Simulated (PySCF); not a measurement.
C$_{7}$H$_{9}$O$_{2}$PS

```xyz
20

C    -3.4018   -1.3139   -0.4359
O    -1.9973   -1.1413   -0.3565
C    -1.5718    0.1205   -0.1475
O    -2.3201    1.0615   -0.0319
C    -0.1148    0.1722   -0.0842
S     0.7336   -1.3233   -0.2815
C     2.3030   -0.6295   -0.1148
C     3.4852   -1.5346   -0.2091
P     2.4040    1.0663    0.1497
C     0.6454    1.2956    0.1176
C     0.0522    2.6526    0.3037
H    -3.8760   -0.9896    0.4931
H    -3.5692   -2.3750   -0.6022
H    -3.8091   -0.7251   -1.2610
H     3.4436   -2.3049    0.5612
H     4.4028   -0.9635   -0.0850
H     3.5113   -2.0354   -1.1771
H     0.8375    3.3920    0.4470
H    -0.6145    2.6603    1.1647
H    -0.5492    2.9256   -0.5620
```

Geometry: GFN2-xTB.

Method: PBE0/pcSseg-1, SCF density, gas phase, non-relativistic (PySCF 2.14.0).

Question: Predict the electron density and electron localisation function between the atoms.

Answer: C–O (1.21 Å): ρ is about 3.3 e/Å³ halfway; the ELF peaks at about 0.85 between the atoms: a short, multiple covalent bond.
C–C (1.37 Å): ρ at the midpoint is about 2.1 e/Å³; the ELF peaks at about 0.95 between the atoms: localised, covalent bonding.
C–P (1.72 Å): ρ at the midpoint is about 1.3 e/Å³; the ELF peaks at about 0.95 between the atoms (localised, covalent bonding).
C–S (1.72 Å): ρ is about 1.4 e/Å³ halfway; the ELF peaks at about 0.90 between the atoms (localised, covalent bonding).

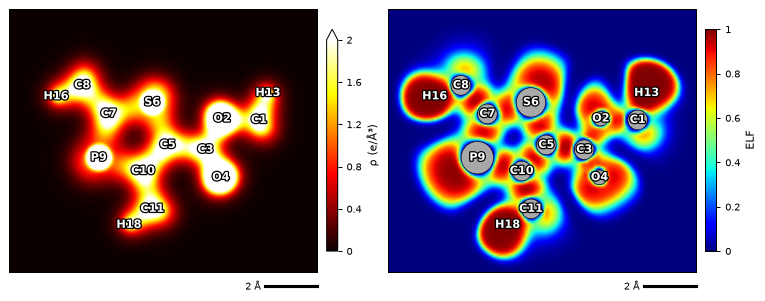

Computed electron density and electron localisation function on the plane of atoms S6, C5 and C10, in this order. Grey discs cover the atomic cores in the ELF map. 
